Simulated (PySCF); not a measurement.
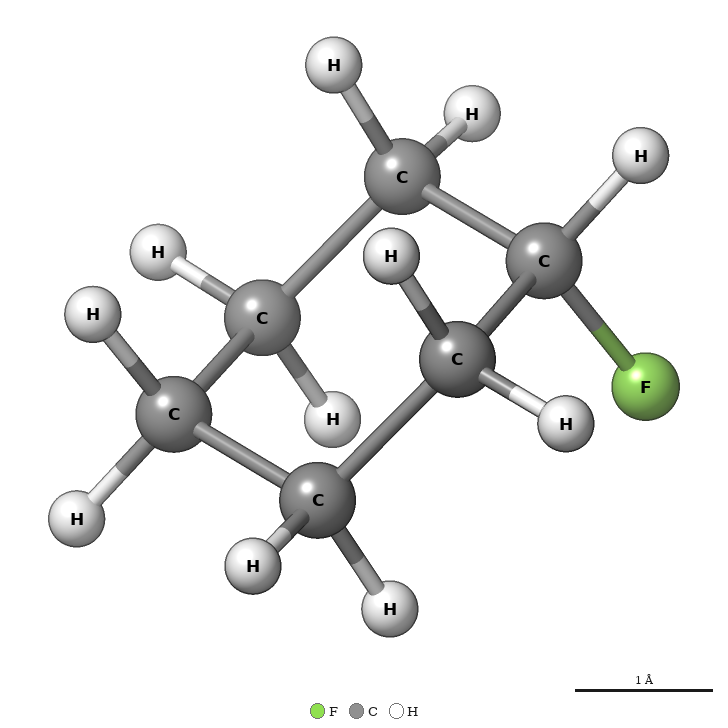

A ball-and-stick model of a molecule.

Description:

The molecule is C₆H₁₁F. SMILES: `FC1CCCCC1`. Independent rings (smallest set): 1 of 6 members. Among its groups: C–F bond. This geometry has Cs symmetry. Coordination: 6 C tetrahedral.

More results for the same structure follow; atom numbers are the same in all pictures, views and colours differ. The geometry was computed by an optimisation with PBE0-D3(BJ)/def2-SVP. No frequency run is at hand to confirm it as a minimum.

**Geometry**

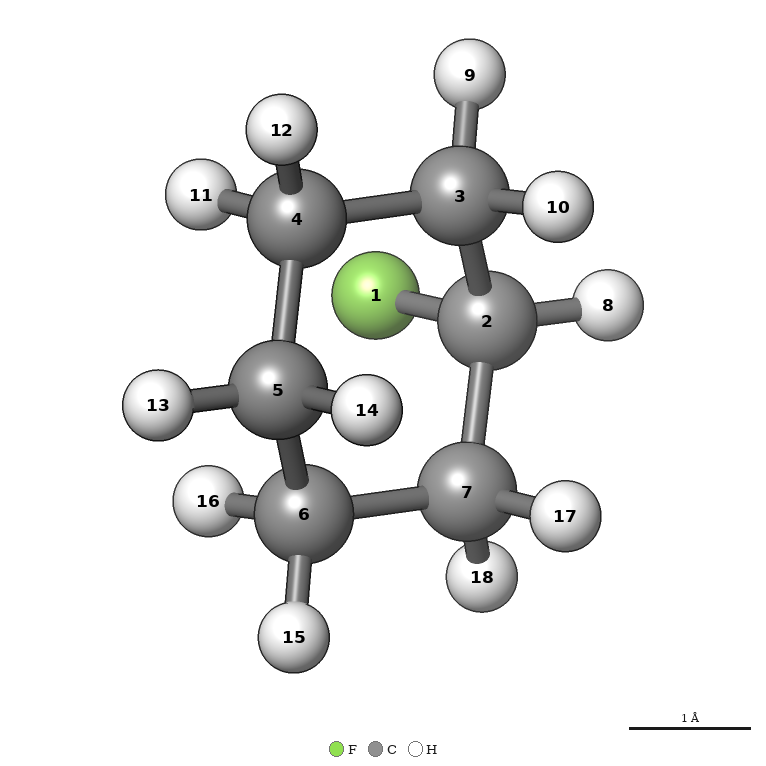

Atoms carry their numbers in the input. No frequency run is at hand to confirm it as a minimum.

Which atoms are bonded, and how long are the bonds? Leave out bonds to hydrogen.

| bond | length (Å) | order |
| --- | --- | --- |
| F1–C2 | 1.390 | single |
| C2–C3 | 1.519 | single |
| C2–C7 | 1.518 | single |
| C3–C4 | 1.526 | single |
| C4–C5 | 1.526 | single |
| C5–C6 | 1.526 | single |
| C6–C7 | 1.526 | single |

**NMR shielding**

The questions are on isotropic NMR shieldings of the C atoms. No frequency run is at hand to confirm it as a minimum. Properties computed with GIAO WP04/pcSseg-1 NMR shielding, non-relativistic, IEF-PCM chloroform (PySCF 2.14.0).

**Which C atom is the most shielded (lowest chemical shift)?**

C4, C6 (147.8 ppm).

**Which C atom is the least shielded (highest chemical shift)?**

C2 (78.9 ppm).

**How wide is the range of C shifts?**

68.9 ppm.

List the isotropic NMR shieldings of the C atoms.

```tsv
atom	σ (ppm)
C2	78.9
C3	138.5
C4	147.8
C5	143.3
C6	147.8
C7	138.5
```

**Electronic properties**

No frequency run is at hand to confirm it as a minimum. Method: PBE0/pcSseg-1 in cyclohexane (IEF-PCM) (PySCF 2.14.0).

Computed properties:

- dipole moment: 1.90 D
- HOMO energy (Kohn–Sham orbital): −8.43 eV
- LUMO energy (Kohn–Sham orbital): 1.38 eV
- HOMO–LUMO gap: 9.81 eV

**Polarisability**

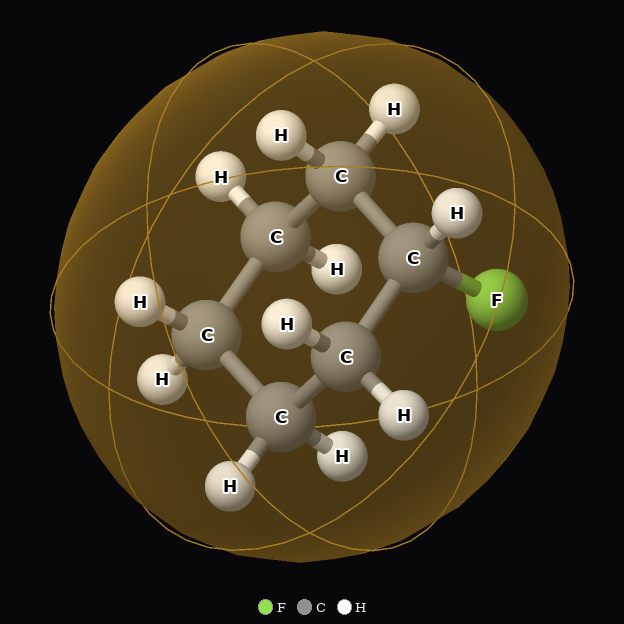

The ellipsoid shows the static dipole polarisability: its half-axes are proportional to the principal values. No frequency run is at hand to confirm it as a minimum. Method: B3LYP/def2-SVPD in cyclohexane (IEF-PCM) (PySCF 2.14.0).

**How large and how anisotropic is the polarisability?**

Principal values 73.4, 81.8, 82.1 bohr³; mean 79.1 bohr³ (11.73 Å³); anisotropy 8.5 bohr³, so the longest axis is 1.12 times the shortest.

**Ring current**

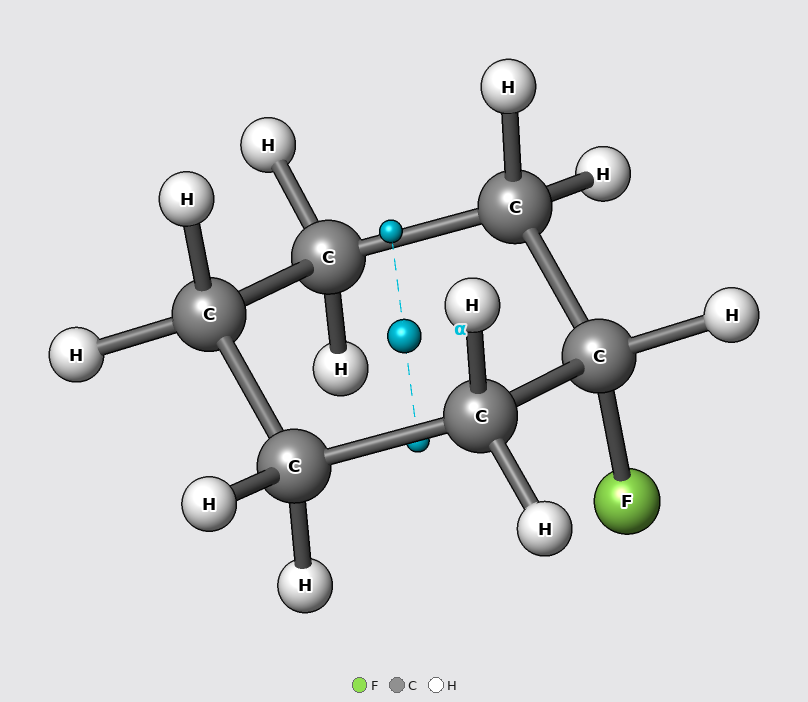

The small points mark where nucleus-independent chemical shifts (NICS) were computed: at the centre of each lettered ring and 1 Å above and below it. No frequency run is at hand to confirm it as a minimum. Properties computed with GIAO PBE0/pcSseg-1 NMR shielding, non-relativistic, IEF-PCM cyclohexane (PySCF 2.14.0).

Give NICS(0), NICS(1) and the out-of-plane component NICS(1)zz for each ring (means of the two sides).

```csv
ring,members,NICS(0),NICS(1),NICS(1)zz
α,C6,−1.3,−1.8,3.4
```

Values in ppm.

**What do the values say about the ring currents?**

Ring α: weak, as in a non-aromatic ring. NICS is one index among several.
